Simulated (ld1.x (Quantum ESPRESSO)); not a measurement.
**W: generating and testing an RRKJ potential**

Aim: build the potential from the settings below, then test how well it stands in for the atom: other configurations, scattering, ghost states and the plane-wave cutoff that it needs.

Method: ld1.x (Quantum ESPRESSO) 7.5, PBE, scalar-relativistic.

### Step 1. The design

Typed settings, in words:

- element: tungsten (W, Z = 74)
- type: norm-conserving RRKJ (Kleinman–Bylander form)
- frozen core: [Xe] 4f14
- valence charge: 6
- reference configuration: 5d4 6s2 6p0
- partial waves: 6s (bound): rc 2.50 bohr; 6p (bound, empty): rc 2.85 bohr; 5d (bound): rc 1.65 bohr
- local potential: the d channel
- core correction: not asked for

The nodes and maxima of the atom's own shells, from an earlier all-electron run, set the scale for the radii.

All-electron outer shells of the reference configuration (PBE, scalar-relativistic, ld1.x):

```tsv
shell	level (eV)	outermost node (bohr)	outermost maximum (bohr)
5p	-43.20	0.57	1.09
4f	-33.21	–	0.43
6s	-5.71	1.28	2.67
5d	-4.48	0.63	1.49
6p	-1.36	1.54	3.75
```

### Step 2. Generating the potential

W.in

```
 &input
   title='W', zed=74., rel=1, dft='PBE', iswitch=3,
   config='[Xe] 4f14 5d4 6s2 6p0',
   nld=3, rlderiv=3.10, eminld=-2.0, emaxld=5.0, deld=0.02
 /
 &inputp
   pseudotype=2, tm=.false., rho0=0.02, lloc=2,
   nlcc=.false.,
   file_pseudopw='W.UPF', file_wfcaegen='ae.wfc', file_wfcncgen='nc.wfc', file_beta='beta', file_chi='chi'
 /
3
6S  1  0   2.00   0.00  2.50  2.50  0.0
6P  2  1   0.00   0.00  2.85  2.85  0.0
5D  3  2   4.00   0.00  1.65  1.65  0.0
 &test
   configts(1)='5d4 6s2 6p0'
 /
```

Launch:

```sh
$ ld1.x < W.in > W.out
```

Output in W.out (without the banner and most projector matrices):

```text
     Program LD1 v.7.5
     --------------------------- All-electron run ----------------------------

     W
     scalar relativistic calculation

     atomic number is 74.00
     dft =PBE   lsd =0 sic =0 latt =0  beta=0.20 tr2=1.0E-14
     Exchange-correlation= PBE
                           (   1   4   3   4   0   0   0)
     mesh =1273 r(mesh) =  99.08072 a.u. xmin = -7.00 dx = 0.01250
     1 Ry =  13.60569312 eV, c = 137.03599908

     n l     nl                  e(Ry)          e(Ha)          e(eV)
     1 0     1S 1( 2.00)     -5108.0325     -2554.0163    -69498.3227
     2 0     2S 1( 2.00)      -881.6250      -440.8125    -11995.1197
     2 1     2P 1( 6.00)      -770.9375      -385.4687    -10489.1389
     3 0     3S 1( 2.00)      -203.0444      -101.5222     -2762.5605
     3 1     3P 1( 6.00)      -170.2715       -85.1358     -2316.6624
     4 0     4S 1( 2.00)       -41.8880       -20.9440      -569.9155
     4 1     4P 1( 6.00)       -31.1402       -15.5701      -423.6836
     3 2     3D 1(10.00)      -132.6048       -66.3024     -1804.1802
     5 0     5S 1( 2.00)        -5.8117        -2.9059       -79.0726
     5 1     5P 1( 6.00)        -3.1753        -1.5876       -43.2016
     4 2     4D 1(10.00)       -17.5243        -8.7621      -238.4301
     4 3     4F 1(14.00)        -2.4407        -1.2203       -33.2069
     5 2     5D 1( 4.00)        -0.3293        -0.1646        -4.4800
     6 0     6S 1( 2.00)        -0.4199        -0.2099        -5.7127
     6 1     6P 1( 0.00)        -0.1001        -0.0500        -1.3613

     final scf error:  6.9E-15 reached in  30 iterations

     Etot =  -32285.036163 Ry,  -16142.518081 Ha, -439260.294494 eV

     Ekin =   35580.599384 Ry,   17790.299692 Ha,  484098.716355 eV
     Encl =  -79832.739882 Ry,  -39916.369941 Ha,-1086179.759998 eV
     Eh   =   12612.479938 Ry,    6306.239969 Ha,  171601.531560 eV
     Exc  =    -645.375604 Ry,    -322.687802 Ha,   -8780.782411 eV

     normalization and overlap integrals

     s(1S/1S) =  1.000000  <r> =   0.0183  <r2> =    0.0005  r(max) =   0.0115
     s(2S/2S) =  1.000000  <r> =   0.0776  <r2> =    0.0071  r(max) =   0.0653
     s(2P/2P) =  1.000000  <r> =   0.0694  <r2> =    0.0059  r(max) =   0.0541
     s(3S/3S) =  1.000000  <r> =   0.2010  <r2> =    0.0462  r(max) =   0.1842
     s(3P/3P) =  1.000000  <r> =   0.2013  <r2> =    0.0470  r(max) =   0.1842
     s(4S/4S) =  1.000000  <r> =   0.4495  <r2> =    0.2281  r(max) =   0.4204
     s(4P/4P) =  1.000000  <r> =   0.4780  <r2> =    0.2599  r(max) =   0.4419
     s(3D/3D) =  1.000000  <r> =   0.1824  <r2> =    0.0390  r(max) =   0.1490
     s(5S/5S) =  1.000000  <r> =   1.0670  <r2> =    1.2795  r(max) =   0.9593
     s(5P/5P) =  1.000000  <r> =   1.2493  <r2> =    1.7716  r(max) =   1.0870
     s(4D/4D) =  1.000000  <r> =   0.5113  <r2> =    0.3030  r(max) =   0.4531
     s(4F/4F) =  1.000000  <r> =   0.6078  <r2> =    0.4644  r(max) =   0.4310
     s(5D/5D) =  1.000000  <r> =   2.0741  <r2> =    5.2814  r(max) =   1.4858
     s(6S/6S) =  1.000000  <r> =   3.1762  <r2> =   11.5366  r(max) =   2.6736
     s(6P/6P) =  1.000000  <r> =   4.8422  <r2> =   27.6044  r(max) =   3.7469

     ------------------------ End of All-electron run ------------------------

     --------------------- Generating NC pseudopotential ---------------------

      Generating local pot.: lloc=2, matching radius rcloc =   1.6500

      Wfc   6S  rcut= 2.512  Estimated cut-off energy=        6.88 Ry
      Using 4 Bessel functions for this wfc, rho(0) = 0.020
      This function has    0 nodes for 0 < r <    2.512

      Wfc   6P  rcut= 2.846  Estimated cut-off energy=       20.93 Ry
      This function has    0 nodes for 0 < r <    2.846

     ------------------- End of pseudopotential generation -------------------

     [... the all-electron block is printed once more ...]


     Computing logarithmic derivative in   3.08701
     Computing logarithmic derivative in   3.08701
     Computing the partial wave expansion
     R is outside the sphere for l=    0 j= 0.00
     R is outside the sphere for l=    1 j= 0.00
       no projector for channel:   2

     ---------------------- Testing the pseudopotential ----------------------

     W
     scalar relativistic calculation

     atomic number is 74.00   valence charge is  6.00
     dft =PBE   lsd =0 sic =0 latt =0  beta=0.20 tr2=1.0E-14
     mesh =1273 r(mesh) =  99.08072 xmin = -7.00 dx = 0.01250

     n l     nl             e AE (Ry)        e PS (Ry)    De AE-PS (Ry)
     3 2     5D   1( 4.00)       -0.32927       -0.32927       -0.00001
     1 0     6S   1( 2.00)       -0.41988       -0.41988        0.00000
     2 1     6P   1( 0.00)       -0.10005       -0.10005       -0.00000

     eps = 1.0E-15  iter = 22

     Etot =  -32285.036163 Ry,  -16142.518081 Ha, -439260.294494 eV
     Etotps =   -14.607362 Ry,      -7.303681 Ha,    -198.743288 eV

     Ekin =      13.065473 Ry,       6.532736 Ha,     177.764813 eV
     Encl =     -38.633496 Ry,     -19.316748 Ha,    -525.635492 eV
     Ehrt =      13.439976 Ry,       6.719988 Ha,     182.860190 eV
     Ecxc =      -3.361110 Ry,      -1.680555 Ha,     -45.730227 eV
     Epseu=       0.881795 Ry,       0.440897 Ha,      11.997429 eV

     ---------------------- End of pseudopotential test ----------------------
```

Wall time 3.1 s (1 thread of AMD EPYC 9R45, shared host). (Generation and the later configuration tests together.)

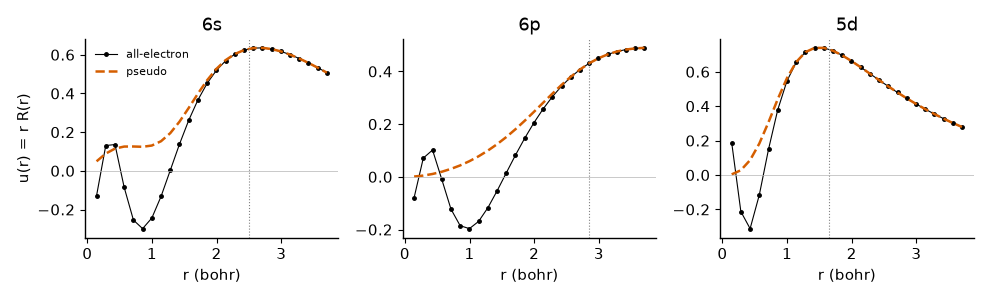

Bound waves of the atom and their pseudo partners (6s, 6p, 5d), with the matching radii dotted. The curves join 26 sampled radii, too few to resolve the innermost nodes.

### Step 3. Testing the new file in other configurations

W.test.in

```
 &input
   title='W', zed=74., rel=1, dft='PBE', iswitch=2,
   config='[Xe] 4f14 5d4 6s2 6p0'
 /
 &test
   file_pseudo='W.UPF', nconf=8,
   configts(1)='5d4 6s2 6p0',
   configts(2)='5d4 6s1 6p0',
   configts(3)='5d4 6s0 6p0',
   configts(4)='5d3 6s0 6p0',
   configts(5)='5d4.5 6s1.5 6p0',
   configts(6)='5d3 6s2 6p1',
   configts(7)='5d4 6s1 6p1',
   configts(8)='5d4 6s1.5 6p0'
 /
```

Launch:

```sh
$ ld1.x < W.test.in > W.test.out
```

W.test.out, the pseudopotential blocks, each with the warnings that came before it:

```text
     ---------------------- Testing the pseudopotential ----------------------

     W
     scalar relativistic calculation

     atomic number is 74.00   valence charge is  6.00
     dft =PBE   lsd =0 sic =0 latt =0  beta=0.20 tr2=1.0E-14
     mesh =1273 r(mesh) =  99.08072 xmin = -7.00 dx = 0.01250

     n l     nl             e AE (Ry)        e PS (Ry)    De AE-PS (Ry)
     3 2     5D   1( 4.00)       -0.32927       -0.32927       -0.00001
     1 0     6S   1( 2.00)       -0.41988       -0.41988        0.00000
     2 1     6P   1( 0.00)       -0.10005       -0.10005       -0.00000

     eps = 7.5E-15  iter = 25

     Etot =  -32285.036163 Ry,  -16142.518081 Ha, -439260.294494 eV
     Etotps =   -14.607362 Ry,      -7.303681 Ha,    -198.743286 eV

     Ekin =      13.065473 Ry,       6.532736 Ha,     177.764813 eV
     Encl =     -38.633496 Ry,     -19.316748 Ha,    -525.635491 eV
     Ehrt =      13.439976 Ry,       6.719988 Ha,     182.860189 eV
     Ecxc =      -3.361110 Ry,      -1.680555 Ha,     -45.730227 eV
     Epseu=       0.881795 Ry,       0.440897 Ha,      11.997429 eV

     ---------------------- End of pseudopotential test ----------------------

     Warning: n=2, l=1 expected 0 nodes, found 1
     ---------------------- Testing the pseudopotential ----------------------

     W
     [...]
     n l     nl             e AE (Ry)        e PS (Ry)    De AE-PS (Ry)
     3 2     5D   1( 4.00)       -0.86192       -0.86120       -0.00073
     1 0     6S   1( 1.00)       -0.89530       -0.89326       -0.00204
     2 1     6P   1( 0.00)       -0.50053       -0.58741        0.08689  !

     eps = 5.8E-15  iter = 17

     Etot =  -32284.383265 Ry,  -16142.191633 Ha, -439251.411371 eV
     Etotps =   -13.954955 Ry,      -6.977478 Ha,    -189.866842 eV
     dEtot_ae =       0.652898 Ry
     dEtot_ps =       0.652407 Ry,   Delta E=       0.000491 Ry

     [...]
     ---------------------- End of pseudopotential test ----------------------

     ---------------------- Testing the pseudopotential ----------------------

     W
     [...]
     n l     nl             e AE (Ry)        e PS (Ry)    De AE-PS (Ry)
     3 2     5D   1( 4.00)       -1.46122       -1.45500       -0.00622  !
     1 0     6S   1( 0.00)       -1.41739       -1.40470       -0.01269  !
     2 1     6P   1( 0.00)       -0.95514       -1.21915        0.26402  !

     eps = 7.2E-15  iter =  8

     Etot =  -32283.230847 Ry,  -16141.615423 Ha, -439235.731921 eV
     Etotps =   -12.808209 Ry,      -6.404104 Ha,    -174.264558 eV
     dEtot_ae =       1.805316 Ry
     dEtot_ps =       1.799153 Ry,   Delta E=       0.006162 Ry

     [...]
     ---------------------- End of pseudopotential test ----------------------

     ---------------------- Testing the pseudopotential ----------------------

     W
     [...]
     n l     nl             e AE (Ry)        e PS (Ry)    De AE-PS (Ry)
     3 2     5D   1( 3.00)       -2.28639       -2.28154       -0.00484
     1 0     6S   1( 0.00)       -2.08186       -2.05548       -0.02638  !
     2 1     6P   1( 0.00)       -1.53018       -1.53018        0.00000

     eps = 1.2E-15  iter =  9

     Etot =  -32281.365306 Ry,  -16140.682653 Ha, -439210.349951 eV
     Etotps =   -10.947927 Ry,      -5.473963 Ha,    -148.954131 eV
     dEtot_ae =       3.670856 Ry
     dEtot_ps =       3.659435 Ry,   Delta E=       0.011421 Ry

     [...]
     ---------------------- End of pseudopotential test ----------------------

     ---------------------- Testing the pseudopotential ----------------------

     W
     [...]
     n l     nl             e AE (Ry)        e PS (Ry)    De AE-PS (Ry)
     3 2     5D   1( 4.50)       -0.28400       -0.28305       -0.00095
     1 0     6S   1( 1.50)       -0.39787       -0.39769       -0.00018
     2 1     6P   1( 0.00)       -0.09129       -0.09182        0.00053

     eps = 5.7E-15  iter = 20

     Etot =  -32284.985079 Ry,  -16142.492540 Ha, -439259.599470 eV
     Etotps =   -14.555930 Ry,      -7.277965 Ha,    -198.043510 eV
     dEtot_ae =       0.051083 Ry
     dEtot_ps =       0.051433 Ry,   Delta E=      -0.000349 Ry

     [...]
     ---------------------- End of pseudopotential test ----------------------

     BEWARE! Errors in PS-KS equations
     ---------------------- Testing the pseudopotential ----------------------

     W
     [...]
     n l     nl             e AE (Ry)        e PS (Ry)    De AE-PS (Ry)
     3 2     5D   1( 3.00)       -0.53871       -0.99598        0.45727  !
     1 0     6S   1( 2.00)       -0.54475       -0.96601        0.42126  !
     2 1     6P   1( 1.00)       -0.17498       -0.17498        0.00000

     eps = 7.0E-15  iter = 25

     Etot =  -32284.740861 Ry,  -16142.370430 Ha, -439256.276706 eV
     Etotps =   -14.131591 Ry,      -7.065796 Ha,    -192.270092 eV
     dEtot_ae =       0.295302 Ry
     dEtot_ps =       0.475771 Ry,   Delta E=      -0.180469 Ry

     [...]
     ---------------------- End of pseudopotential test ----------------------

     ---------------------- Testing the pseudopotential ----------------------

     W
     [...]
     n l     nl             e AE (Ry)        e PS (Ry)    De AE-PS (Ry)
     3 2     5D   1( 4.00)       -0.43350       -0.43571        0.00221
     1 0     6S   1( 1.00)       -0.49664       -0.49633       -0.00031
     2 1     6P   1( 1.00)       -0.15553       -0.15552       -0.00001

     eps = 6.6E-15  iter = 18

     Etot =  -32284.705784 Ry,  -16142.352892 Ha, -439255.799470 eV
     Etotps =   -14.277122 Ry,      -7.138561 Ha,    -194.250142 eV
     dEtot_ae =       0.330378 Ry
     dEtot_ps =       0.330240 Ry,   Delta E=       0.000138 Ry

     [...]
     ---------------------- End of pseudopotential test ----------------------

     ---------------------- Testing the pseudopotential ----------------------

     W
     [...]
     n l     nl             e AE (Ry)        e PS (Ry)    De AE-PS (Ry)
     3 2     5D   1( 4.00)       -0.58620       -0.58606       -0.00015
     1 0     6S   1( 1.50)       -0.65091       -0.65033       -0.00058
     2 1     6P   1( 0.00)       -0.29183       -0.29759        0.00576  !

     eps = 3.2E-15  iter = 21

     Etot =  -32284.769172 Ry,  -16142.384586 Ha, -439256.661901 eV
     Etotps =   -14.340399 Ry,      -7.170200 Ha,    -195.111073 eV
     dEtot_ae =       0.266991 Ry
     dEtot_ps =       0.266963 Ry,   Delta E=       0.000028 Ry

     [...]
     ---------------------- End of pseudopotential test ----------------------
```

1 test gave no usable energy difference (5d3 6s2 6p1).

The tests as a table, with energies relative to 5d4 6s2 6p0. A star marks tests that logged a warning.

```tsv
valence configuration	charge	ΔE all-electron (eV)	error AE − PS (meV)
5d4 6s1 6p0 *	+1	8.883	+6.7
5d4 6s0 6p0	+2	24.563	+84
5d3 6s0 6p0	+3	49.945	+155
5d4.5 6s1.5 6p0	0	0.695	-4.7
5d4 6s1 6p1	0	4.495	+1.9
5d4 6s1.5 6p0	+0.5	3.633	+0.4
```

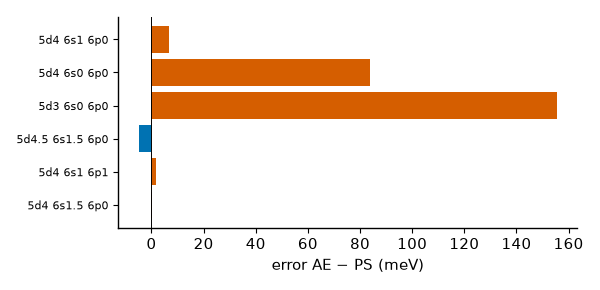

Error of the potential in each test configuration.

### Step 4. Scattering by logarithmic derivatives

Taken from the files of the generation run. The phase is arctan(r·u′/u) with u = r·R, unwrapped, with energies in Ry. A pole is an energy at which the radial function vanishes at the test radius. The pseudo phase is shifted by a multiple of π to meet the all-electron one at the reference energy. Levels narrower than the energy grid can be missing from the poles. The last column is the largest difference on the grid between −1 and +1 Ry.

| channel | radius (bohr) | reference (Ry) | poles AE | poles PS | window around the reference with phases within 0.05 rad (Ry) | largest difference near zero (rad) |
| --- | --- | --- | --- | --- | --- | --- |
| s | 3.09 | -0.42 | 0.90 | 0.91 | below 2.9 | 0.002 |
| p | 3.09 | -0.10 | 2.15 | -0.45, 2.19 | -0.4 to 3.9 | 3.117 |
| d | 3.09 | -0.33 | -0.03, 4.38 | -0.03, 4.33 | the whole range | 0.001 |

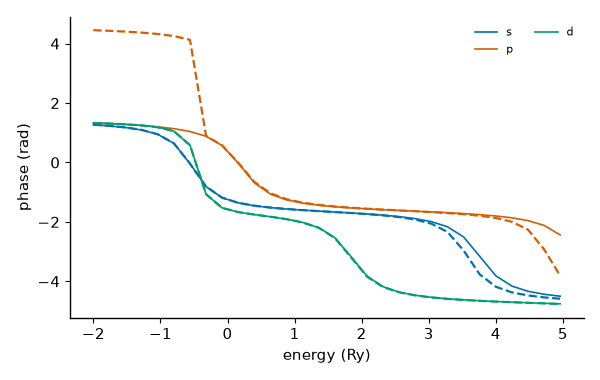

All-electron (solid) and pseudo (dashed) phases against energy.

### Step 5. Cutoff and ghost test in a Bessel basis

A separate test, outside the generator: the pseudo-atom's Hamiltonian at the reference potential is diagonalised in spherical Bessel functions j_l(qr) that vanish at 20 bohr, with q² up to the cutoff.

All-electron valence levels (Ry): 6s -0.4199, 6p -0.1001, 5d -0.3293. The lowest levels of each channel (Ry) by cutoff; the last column sums, over occupied levels, occupation times the distance from the level at 400 Ry. A positive value at high cutoff is not a bound level.

```tsv
cutoff (Ry)	s #1	s #2	p #1	p #2	d #1	f #1	Σ f·Δε (mRy)
8	-0.8515	-0.2701	-0.1000	0.0495	-0.0755	0.1094	1314.9
12	-2.0149	-0.3908	-0.1001	0.0487	-0.1978	0.1094	584.1
18	-2.6303	-0.4153	-0.3572	-0.1000	-0.2970	0.1094	138.3
30	-2.7293	-0.4199	-0.4592	-0.1001	-0.3282	0.1094	4.4
40	-2.7306	-0.4199	-0.4602	-0.1001	-0.3291	0.1094	0.9
50	-2.7319	-0.4199	-0.4608	-0.1001	-0.3292	0.1094	0.4
400	-2.7320	-0.4199	-0.4611	-0.1001	-0.3293	0.1094	0.0
```

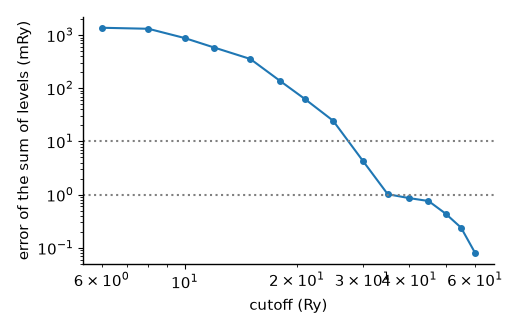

Occupation-weighted error of the valence levels against the cutoff; the dotted lines mark 10 and 1 mRy.

The sum stays within 10 mRy from 30 Ry and within 1 mRy from 40 Ry. The sum leaves out empty levels, which can need more. Ghost test: ghost states, bound below the all-electron valence or empty levels of the same l: s at -37.2 eV, p at -6.3 eV.

### Step 6. Results

| quantity | value |
| --- | --- |
| cutoffs for 10 and 1 mRy, occupied levels | 30 Ry and 40 Ry |
| bound ghosts | s at -37.17 eV, p at -6.27 eV |
| largest test error (AE − PS) | +155 meV, for 5d3 6s0 6p0 (1 test unsolved) |
| largest phase difference near zero energy, channels read | 3.117 rad |

What this shows: It has a bound ghost (s, p), a state that the atom doesn't have, and that rules the file out. The worst unpolarised test, 5d3 6s0 6p0, is off by 155 meV on 49.9 eV; by total energies transferability rates as poor. That test lies far up in energy; among those under 40 eV, nearer to bonding, the largest error is 84 meV. Of the tests 1 gave no usable energy difference, which is a warning in itself. It counts as soft on the atom at that tolerance, with 30 Ry needed at the looser tolerance. The slowest occupied level is 5d: taken alone it needs 35 Ry to come within 1 mRy, against 25 Ry for 6s. Of the channels read, p scatters worst near zero energy, by up to 3.12 rad. A step near π is an extra or missing state, not a misfit of shape. The pseudo curves have a pole with no partner nearby in the atom's: p at -0.45 Ry. These are tests on the free atom; a crystal test is still owed.
